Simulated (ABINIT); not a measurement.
# Beyond one shot: AlGaN2 (P3m1), part 3 of 3

How far does self-consistency move the gap of AlGaN2 (P3m1)?

ABINIT 10.8.3; LDA and many-body steps on it, plane waves. Known limits of the many-body steps: not at the basis limit; exchange with frozen shells missing; no spin-orbit coupling; coarse k mesh.

So far. Step 10 (evGW, cycle 1): Against G0W0 in ABINIT (3×3×2 mesh, 41 bands, screening to 106.1 eV, Godby-Needs plasmon pole), the gap moves by +0.394 eV. Step 13 (evGW, cycle 2): Against the cycle before, the gap moves by +0.029 eV.

### 15. Screening, 3×3×2 mesh, 41 bands, screening to 106.1 eV

This step: RPA screening on LDA from quasiparticle energies, plane waves, norm-conserving pseudopotentials.

run.abi reads:

```
acell 3*1.0 Angstrom
rprim 
  3.145282644058 -0.000000000015 0.000000000000
  -1.572641322016 2.723894671844 0.000000000000
  0.000000000000 0.000000000000 5.096893730000
ntypat 3
znucl 13 31 7
natom 4
typat 1 2 3 3
xred 
  0.000000000000 0.000000000000 0.999263770000
  0.666666666667 0.333333333333 0.497174210000
  0.666666666667 0.333333333333 0.111803640000
  0.000000000000 0.000000000000 0.628158390000
pp_dirpath "pseudos"
pseudos "Al.upf, Ga.upf, N.upf"
ecut 36
ngkpt 3 3 2
nshiftk 1
shiftk 0 0 0
kptopt 1
chksymbreak 0
istwfk *1
occopt 1
irdwfk 1
optdriver 3
nband 41
ecuteps 3.9
inclvkb 2
awtr 1
symchi 1
irdqps 1
gwcalctyp 10
nqptdm 5
qptdm 
  0.3333333333 0.0000000000 0.0000000000
  0.3333333333 0.3333333333 0.0000000000
  0.0000000000 0.0000000000 0.5000000000
  0.3333333333 0.0000000000 0.5000000000
  0.3333333333 0.3333333333 0.5000000000
indata_prefix "in"
outdata_prefix "out"
tmpdata_prefix "tmp"
```

mrgscr.stdin reads:

```
2
merged
q0_SCR
out_SCR
1
```

The run is started by

```
$ OMP_NUM_THREADS=1 mpirun -n 4 abinit run.abi > log; mrgscr < mrgscr.stdin
```

Numbers of over 12 decimals in the logs are rounded to 6 here.

The log of the run:

```text
.Version 10.8.3 of ABINIT. v10.8.2 released Aug 2026.

 Symmetries : space group P3 m 1 (#156); Bravais hP (primitive hexag.)
[... echo of the input left out ...]
== DATASET  1 ==================================================================
-   mpi_nproc: 4, omp_nthreads: 1 (-1 if OMP is not activated)

--- !DatasetInfo
iteration_state: {dtset: 1, }
dimensions: {natom: 4, nkpt: 6, mband: 41, nsppol: 1, nspinor: 1, nspden: 1, mpw: 3066, }
cutoff_energies: {ecut:  36.0, pawecutdg:  -1.0, }
[...]
q-point number  1        q = ( 0.333333, 0.000000, 0.000000) [r.l.u.]
--------------------------------------------------------------------------------
[... chi0 elements left out ...]
  Average fulfillment of the sum rule on Im[epsilon] for q-point    2 :     46.91  [%]

--------------------------------------------------------------------------------
  q-point number  2        q = ( 0.333333, 0.333333, 0.000000) [r.l.u.]
--------------------------------------------------------------------------------
[... chi0 elements left out ...]
  Average fulfillment of the sum rule on Im[epsilon] for q-point    3 :     42.36  [%]

 [... 3 further q-points ...]
```

Wall time 3.5 s (4 MPI ranks of Arm Neoverse V2, shared host); peak memory 0.38 GiB.

Numbers from this step:

- plasma frequency: 28.65 eV
- plane waves in the screening matrix: 111

This screening reads the quasiparticle levels of the cycle before.

### 16. evGW, cycle 3

This step: evGW on LDA, plane waves, norm-conserving pseudopotentials.

Edit run.abi of step 15 so:

```diff
@@ -25,12 +25,10 @@
 irdwfk 1
-optdriver 3
+optdriver 4
 nband 41
-ecuteps 3.9
-inclvkb 2
-awtr 1
-symchi 1
-irdqps 1
 gwcalctyp 10
-nqptdm 5
-qptdm 
+ecutsigx 36
+symsigma 1
+nkptgw 6
+kptgw 
+  0.0000000000 0.0000000000 0.0000000000
   0.3333333333 0.0000000000 0.0000000000
@@ -40,2 +38,13 @@
   0.3333333333 0.3333333333 0.5000000000
+bdgw 
+  8 19
+  8 19
+  8 19
+  8 19
+  8 19
+  8 19
+ecuteps 3.9
+irdscr 1
+ppmodel 1
+irdqps 1
 indata_prefix "in"
```

The run is started by

```
$ OMP_NUM_THREADS=1 mpirun -n 4 abinit run.abi > log
```

The log of the run:

```text
.Version 10.8.3 of ABINIT. v10.8.2 released Aug 2026.

 Symmetries : space group P3 m 1 (#156); Bravais hP (primitive hexag.)
[... echo of the input left out ...]
== DATASET  1 ==================================================================
-   mpi_nproc: 4, omp_nthreads: 1 (-1 if OMP is not activated)

--- !DatasetInfo
iteration_state: {dtset: 1, }
dimensions: {natom: 4, nkpt: 6, mband: 41, nsppol: 1, nspinor: 1, nspden: 1, mpw: 3066, }
cutoff_energies: {ecut:  36.0, pawecutdg:  -1.0, }
[...]
.  kptgw no:  4; Maximum DeltaE = (  -0.001   0.000) for band index:  1
.  kptgw no:  5; Maximum DeltaE = (   0.001   0.000) for band index:  2
.  kptgw no:  6; Maximum DeltaE = (   0.001   0.000) for band index:  2

== END DATASET(S) ==============================================================
================================================================================

 -outvars: echo values of variables after computation  --------
           etotal      0.0000000000E+00
            nband          41
             nkpt           6
          spgroup         156
 [... the other variables as echoed above ...]

 Calculation completed.
```

The job ended after 8 s (4 MPI ranks; peak memory 0.66 GiB; 32 s of CPU time).

This step gave:

| Property | Result |
| --- | --- |
| quasiparticle gap on the mesh | 4.223 eV |
| gap of the density functional on the mesh | 2.921 eV |
| k of the valence top | 0, 0, 0 |
| k of the conduction bottom | 0, 0, 0 |
| least direct quasiparticle gap on the computed points | 4.223 eV |

Against the cycle before, the gap moves by +0.002 eV.

### 17. Side by side

Times are wall times on 4 MPI ranks of Arm Neoverse V2, shared host, good to a factor of about two. A run's time includes the screening step that it read.

```tsv
run	mesh	bands	screening cutoff (eV)	DFT gap (eV)	gap on the mesh (eV)	direct (eV)	ε∞ used	time
G0W0	3×3×2	41	106.1	2.921	3.798	3.798	6.46	7.1 s
evGW0, cycle 1	3×3×2	41	106.1	2.921	3.980	3.980	6.46	12 s
evGW0, cycle 2	3×3×2	41	106.1	2.921	3.946	3.946	6.46	12 s
evGW0, cycle 3	3×3×2	41	106.1	2.921	3.940	3.940	6.46	12 s
evGW, cycle 1	3×3×2	41	106.1	2.921	4.192	4.192	5.50	15 s
evGW, cycle 2	3×3×2	41	106.1	2.921	4.221	4.221	5.36	15 s
evGW, cycle 3	3×3×2	41	106.1	2.921	4.223	4.223	5.34	15 s
```

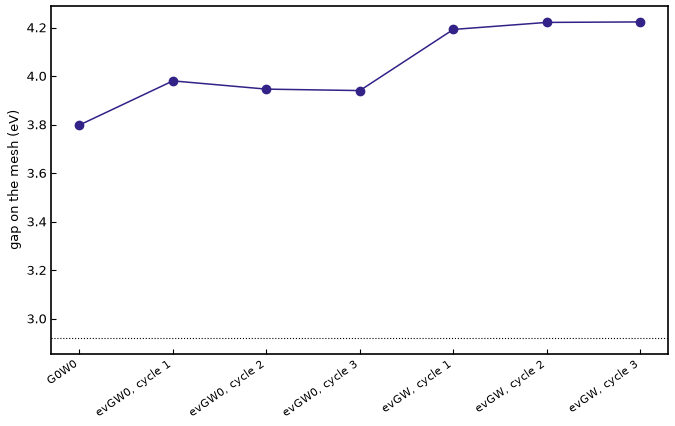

The gap through the cycles; the dotted line is the starting gap.

### 18. Summary of results

| Quantity | Value |
| --- | --- |
| G0W0 | 3.798 eV |
| evGW0, cycle 1 | 3.980 eV |
| evGW0, cycle 2 | 3.946 eV |
| evGW0, cycle 3 | 3.940 eV |
| evGW, cycle 1 | 4.192 eV |
| evGW, cycle 2 | 4.221 eV |
| evGW, cycle 3 | 4.223 eV |
| known limits | not at the basis limit; exchange with frozen shells missing; no spin-orbit coupling; coarse k mesh |

What this shows: Only the bands that the input lists are updated; the others, empty or deep, keep the functional's energies or take a rigid shift. The evGW loop starts from the last levels of evGW0, so its cycles and time come on top of those. evGW0 ends at 3.94 eV, +0.14 eV from G0W0, after 3 cycles that took 24 s beside the first screening; the last moved the gap by 0.006 eV. evGW ends at 4.22 eV, +0.43 eV from G0W0, after 3 cycles that took 44 s beside the first screening; the last moved the gap by 0.002 eV. The first cycle of evGW0 takes the full correction, without the factor Z, so it overshoots the one-shot value. Bands and cutoff are finite, so the gap is not at the basis limit. The miss can reach some tenths of an eV and take either sign; the mesh is an error of its own. The 3×3×2 mesh is coarse for this cell, which bears on the long-range parts of exchange and screening. The norm-conserving file of at least one element keeps a d shell over frozen s and p shells of the same row. Exchange with those shells is missing from the self-energy, an error of 0.3 to 0.9 eV in cases checked, whose sign depends on which edge lies on those atoms. In the updated screening the q = 0 part is built from Kohn-Sham bands under a rigid shift, the other q from the quasiparticle levels. The many-body steps are scalar-relativistic: spin-orbit coupling is not in them.

[Paths, hosts, dates, memory and timing lines, banners, echoed tables and standing remarks are left out of the program output.]

[Logs are printed without paths, hosts, clocks, repeated set-up lines and the standing remarks that a program may print on its own settings, such as how far it seeks lower states.]

[Runs of the session that timed out or met a known fault of the program may be left out.]

[Hosts, paths, dates, database ids (printed as entryN), source tags and the programs' standing remarks are cut or masked in the printed files.]

[G0W0 gaps are taken among the corrected bands and points alone; a level outside them can change the order at an edge.]

[Where Ansatz stands beside ABINIT at settings called matched, ABINIT's density can come from a denser mesh and the files from another edition; pairs whose starting gaps differed by over 0.03 eV were left out, so agreement reads better than it is.]
